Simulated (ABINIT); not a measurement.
# A GW chain in ABINIT: GaN (F-43m)

Aim: the G0W0 gap of GaN (F-43m) on PBE with spin-orbit coupling, step by step.

Program: ABINIT 10.8.3. Level of theory: PBE and many-body steps on it, plane waves. Results are calculated unless marked as measured.

**Experimental background.**

- Gap 3.23 eV: absorption onset (direct gap at Gamma) of unexcited film, from imaginary part of dielectric function; spectroscopic ellipsometry (steady-state reference of time-resolved measurement); 300 K; film on 3C-SiC/Si(001) (“Femtosecond pump-probe absorption edge spectroscopy of cubic GaN”, 2022, arxiv:2206.02223).

## 1. Starting point

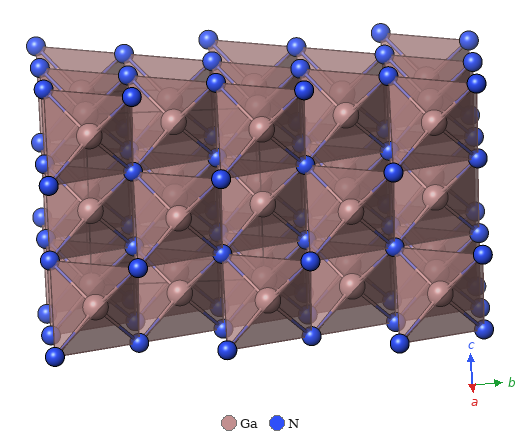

The starting structure, seen slightly off an axis (gallium pink, nitrogen blue). 2×2×1 cells are drawn. This picture shows the conventional cell, with its axes. Some periodic images of atoms are drawn too.

The cell and positions are those that the Materials Project relaxed with its own functionals (PBE, PBE+U or r2SCAN), kept fixed. This is not the form that GaN usually takes at ambient conditions.

## 2. Ground state

This step: ABINIT 10.8.3; DFT, PBE with spin-orbit coupling, plane waves, norm-conserving pseudopotentials.

The ground-state density comes first.

run.abi

```
acell 3*1.0 Angstrom
rprim 
  0.000000000000 2.253500607500 2.253500607500
  2.253500607500 0.000000000000 2.253500607500
  2.253500607500 2.253500607500 0.000000000000
ntypat 2
znucl 31 7
natom 2
typat 1 2
xred 
  0.000000000000 0.000000000000 0.000000000000
  0.750000000000 0.750000000000 0.750000000000
pp_dirpath "pseudos"
pseudos "Ga.upf, N.upf"
ecut 36
nspinor 2
ngkpt 6 6 6
nshiftk 1
shiftk 0 0 0
kptopt 1
chksymbreak 0
nband 28
occopt 1
tolvrs 1e-10
nstep 60
prtwf 0
optforces 0
optstress 0
indata_prefix "in"
outdata_prefix "out"
tmpdata_prefix "tmp"
```

Run with:

```bash
$ OMP_NUM_THREADS=1 mpirun -n 4 abinit run.abi > log
```

Numbers of over 12 decimals in the logs are rounded to 6 here.

Output:

```text
.Version 10.8.3 of ABINIT. v10.8.2 released Aug 2026.

 Symmetries : space group F-4 3 m (#216); Bravais cF (face-center cubic)
================================================================================
 Values of the parameters that define the memory need of the present run
     intxc =       0    ionmov =       0      iscf =       7    lmnmax =      14
     lnmax =      14     mgfft =      36  mpssoang =       5    mqgrid =    3001
     natom =       2  nloc_mem =       1    nspden =       1   nspinor =       2
    nsppol =       1      nsym =      24    n1xccc =    2501    ntypat =       2
    occopt =       1   xclevel =       2
-    mband =          28        mffmem =           1         mkmem =           4
       mpw =        1639          nfft =       46656          nkpt =          16
================================================================================
  Rough estimation (10% accuracy) of disk space for files :
================================================================================

--------------------------------------------------------------------------------
------------- Echo of variables that govern the present computation ------------
--------------------------------------------------------------------------------
 -outvars: echo values of preprocessed input variables --------
            acell      1.8897261259E+00  1.8897261259E+00  1.8897261259E+00 Bohr

      chksymbreak           0
             ecut      3.60000000E+01 Hartree
-          fftalg         312

              ixc     -101130
              kpt      0.00000000E+00  0.00000000E+00  0.00000000E+00
                       1.66666667E-01  0.00000000E+00  0.00000000E+00
                       3.33333333E-01  0.00000000E+00  0.00000000E+00
                       5.00000000E-01  0.00000000E+00  0.00000000E+00
                       1.66666667E-01  1.66666667E-01  0.00000000E+00
                       3.33333333E-01  1.66666667E-01  0.00000000E+00
                       5.00000000E-01  1.66666667E-01  0.00000000E+00
                      -3.33333333E-01  1.66666667E-01  0.00000000E+00
                      -1.66666667E-01  1.66666667E-01  0.00000000E+00
   [... 5 further rows ...]
                      -3.33333333E-01  3.33333333E-01  1.66666667E-01
                      -3.33333333E-01  5.00000000E-01  1.66666667E-01
         kptrlatt        6    0    0      0    6    0      0    0    6
          kptrlen      3.61345620E+01
P           mkmem           4
            natom           2
            nband          28
            ngfft          36      36      36
             nkpt          16
          nspinor           2
            nstep          60
             nsym          24
           ntypat           2
              occ      1.000000  1.000000  1.000000  1.000000  1.000000  1.000000
                       1.000000  1.000000  1.000000  1.000000  1.000000  1.000000
                       1.000000  1.000000  1.000000  1.000000  1.000000  1.000000
                       0.000000  0.000000  0.000000  0.000000  0.000000  0.000000
                       0.000000  0.000000  0.000000  0.000000
        optforces           0
        optstress           0
            prtwf           0
            rprim      0.0000000000E+00  2.2535006075E+00  2.2535006075E+00
[...]
spgroup         216

           tolvrs      1.00000000E-10

             xred      0.0000000000E+00  0.0000000000E+00  0.0000000000E+00
[...]
znucl       31.00000    7.00000

================================================================================

 chkinp: Checking input parameters for consistency.

================================================================================
== DATASET  1 ==================================================================
-   mpi_nproc: 4, omp_nthreads: 1 (-1 if OMP is not activated)

--- !DatasetInfo
iteration_state: {dtset: 1, }
dimensions: {natom: 2, nkpt: 16, mband: 28, nsppol: 1, nspinor: 2, nspden: 1, mpw: 1639, }
cutoff_energies: {ecut:  36.0, pawecutdg:  -1.0, }
electrons: {nelect:   1.80000000E+01, charge:   0.00000000E+00, occopt:   1.00000000E+00, tsmear:   1.00000000E-02, }

 Real(R)+Recip(G) space primitive vectors, cartesian coordinates (Bohr,Bohr^-1):
 R(1)=  0.0000000  4.2584990  4.2584990  G(1)= -0.1174123  0.1174123  0.1174123
 R(2)=  4.2584990  0.0000000  4.2584990  G(2)=  0.1174123 -0.1174123  0.1174123
 R(3)=  4.2584990  4.2584990  0.0000000  G(3)=  0.1174123  0.1174123 -0.1174123
 Unit cell volume ucvol=  1.5445417E+02 bohr^3
 Angles (23,13,12)=  6.00000000E+01  6.00000000E+01  6.00000000E+01 degrees

 getcut: wavevector=  0.0000  0.0000  0.0000  ngfft=  36  36  36
         ecut(hartree)=     36.000   => boxcut(ratio)=   2.21317

 getcut : COMMENT -
  Note that boxcut > 2.2 ; recall that boxcut=Gcut(box)/Gcut(sphere) = 2
  is sufficient for exact treatment of convolution.
  Such a large boxcut is a waste : you could raise ecut
  e.g. ecut=   44.083054 Hartrees makes boxcut=2

--- Pseudopotential description ------------------------------------------------
- Ga Generated using ONCVPSP code by D. R. Hamann
- 31.00000  13.00000  180423                  znucl, zion, pspdat
12 -101130 2 -1 1926                          pspcod,pspxc,lmax,lloc,mmax
     nproj     2     3     2     0
     spin-orbit psp
        nprojso     4     3     0
  pspatm : epsatm=   24.69668326
         --- l  ekb(1:nproj) -->
[...]
1    6.514227    1.183917    0.006271
[...]
spin-orbit 1    0.834340   -0.139931    0.048290   -0.000153
  spin-orbit 2    0.012877    0.008543   -0.000167
 pspatm: atomic psp has been read  and splines computed

- N Generated using ONCVPSP code by D. R. Hamann
-  7.00000   5.00000  180423                  znucl, zion, pspdat
12 -101130 1 -1 1058                          pspcod,pspxc,lmax,lloc,mmax
     nproj     2     2     0     0
     spin-orbit psp
        nprojso     2     0     0
  pspatm : epsatm=    5.21132191
         --- l  ekb(1:nproj) -->
[...]
1   -4.293833   -1.006955
  spin-orbit 1    0.005231    0.001392
 pspatm: atomic psp has been read  and splines computed

   5.38344093E+02                                ecore*ucvol(ha*bohr**3)
--------------------------------------------------------------------------------

_setup2: Arith. and geom. avg. npw (full set) are    1592.727    1592.690

================================================================================

--- !BeginCycle
iteration_state: {dtset: 1, }
solver: {iscf: 7, nstep: 60, nline: 4, wfoptalg: 0, }
tolerances: {tolvrs: 1.00E-10, }

     iter   Etot(hartree)      deltaE(h)  residm     vres2
 ETOT  1  -86.292274104454    -8.629E+01 5.989E-01 6.636E+02
 ETOT  2  -86.730405759297    -4.381E-01 2.185E-02 6.412E+02
 ETOT  3  -86.866711343616    -1.363E-01 4.130E-03 8.437E-01
 ETOT  4  -86.866844247142    -1.329E-04 2.330E-04 3.951E-02
 ETOT  5  -86.866848085924    -3.839E-06 1.372E-04 2.205E-03
 ETOT  6  -86.866848314091    -2.282E-07 1.282E-04 2.330E-04
 ETOT  7  -86.866848357141    -4.305E-08 1.306E-04 4.361E-06
 ETOT  8  -86.866848357901    -7.597E-10 1.195E-04 2.498E-07
 ETOT  9  -86.866848357955    -5.396E-11 1.365E-04 3.365E-09
 ETOT 10  -86.866848357958    -3.567E-12 1.043E-04 3.155E-12

 At SCF step   10       vres2   =  3.15E-12 < tolvrs=  1.00E-10 =>converged.

--- !ResultsGS
iteration_state: {dtset: 1, }
comment   : Summary of ground state results
lattice_vectors:
- [  0.0000000,   4.2584990,   4.2584990, ]
- [  4.2584990,   0.0000000,   4.2584990, ]
- [  4.2584990,   4.2584990,   0.0000000, ]
lattice_lengths: [   6.02243,    6.02243,    6.02243, ]
lattice_angles: [ 60.000,  60.000,  60.000, ] # degrees, (23, 13, 12)
lattice_volume:   1.5445417E+02
convergence: {deltae: -3.567E-12, res2:  3.155E-12, residm:  1.043E-04, diffor:  0.000E+00, }
etotal    :  -8.68668484E+01
entropy   :   0.00000000E+00
fermie    :   1.95969174E-01
cartesian_stress_tensor: null
pressure_GPa: null
xred      :
- [  0.0000E+00,   0.0000E+00,   0.0000E+00, Ga]
- [  7.5000E-01,   7.5000E-01,   7.5000E-01,  N]
cartesian_forces: null
force_length_stats: {min: null, max: null, mean: null, }

 Integrated electronic density in atomic spheres:
 ------------------------------------------------
 Atom  Sphere_radius  Integrated_density
    1        2.00000         10.87803696
    2        2.00000          5.23064287
================================================================================

 ----iterations are completed or convergence reached----

 Mean square residual over all n,k,spin=   53.844E-08; max=  10.430E-05
 reduced coordinates (array xred) for    2 atoms
       0.000000000000      0.000000000000      0.000000000000
       0.750000000000      0.750000000000      0.750000000000
 rms dE/dt=  0.0000E+00; max dE/dt=  0.0000E+00; dE/dt below (all hartree)
    1       0.000000000000      0.000000000000      0.000000000000
    2       0.000000000000      0.000000000000      0.000000000000

 cartesian coordinates (angstrom) at end:
    1      0.000000     0.000000     0.000000
    2      3.380251     3.380251     3.380251
 length scales=  1.889726125908  1.889726125908  1.889726125908 bohr
              =  1.000000000000  1.000000000000  1.000000000000 angstroms
 prteigrs : about to open file out_EIG
 Fermi (or HOMO) energy (hartree) =   0.19597   Average Vxc (hartree)=  -0.43119
 Eigenvalues (hartree) for nkpt=  16  k points:
 kpt#   1, nband= 28, wtk=  0.00463, kpt=  0.0000  0.0000  0.0000 (reduced coord)
  -0.38877   -0.38877   -0.30955   -0.30955   -0.30955   -0.30955   -0.29632   -0.29632
  -0.28787   -0.28787   -0.28787   -0.28787    0.19551    0.19551    0.19597    0.19597
   0.19597    0.19597    0.26039    0.26039    0.56825    0.56825    0.58020    0.58020
   0.58020    0.58020    0.84310    0.84310
 prteigrs : prtvol=0 or 1, do not print more k-points.

--- !EnergyTerms
iteration_state     : {dtset: 1, }
comment             : Components of total free energy in Hartree
kinetic             :  7.01143231658994E+01
hartree             :  2.18341744455849E+01
xc                  : -2.40611864889904E+01
Ewald energy        : -5.83371585177303E+01
psp_core            :  3.48546170932747E+00
local_psp           : -6.04987303150291E+01
non_local_psp       : -3.94037323570204E+01
total_energy        : -8.68668483579585E+01
total_energy_eV     : -2.36376736263947E+03
band_energy         : -3.09323161363051E+00

== END DATASET(S) ==============================================================
================================================================================

 -outvars: echo values of variables after computation  --------
           etotal     -8.6866848358E+01
            nband          28
             nkpt          16
          spgroup         216
 [... the other variables as echoed above ...]

 Calculation completed.
```

Run time: 17 s. Hardware: 4 MPI ranks of Arm Neoverse V2, shared host; peak memory 0.31 GiB; 66 s of CPU time.

This step gave:

```yaml
total_energy: -2363.7674 eV
gap: 1.753 eV
k_of_the_valence_top: 0, 0, 0
k_of_the_conduction_bottom: 0, 0, 0
least_direct_gap: 1.753 eV
```

The gap is direct, at Γ.

(Part 1 of 3 ends here.)

[Paths, hosts, dates, memory and timing lines, banners, echoed tables and standing remarks are left out of the program output.]

[Logs are printed without paths, hosts, clocks, repeated set-up lines and the standing remarks that a program may print on its own settings, such as how far it seeks lower states.]

[Runs of the session that timed out or met a known fault of the program may be left out.]

[Hosts, paths, dates, database ids (printed as entryN), source tags and the programs' standing remarks are cut or masked in the printed files.]

[G0W0 gaps are taken among the corrected bands and points alone; a level outside them can change the order at an edge.]

[Where Ansatz stands beside ABINIT at settings called matched, ABINIT's density can come from a denser mesh and the files from another edition; pairs whose starting gaps differed by over 0.03 eV were left out, so agreement reads better than it is.]
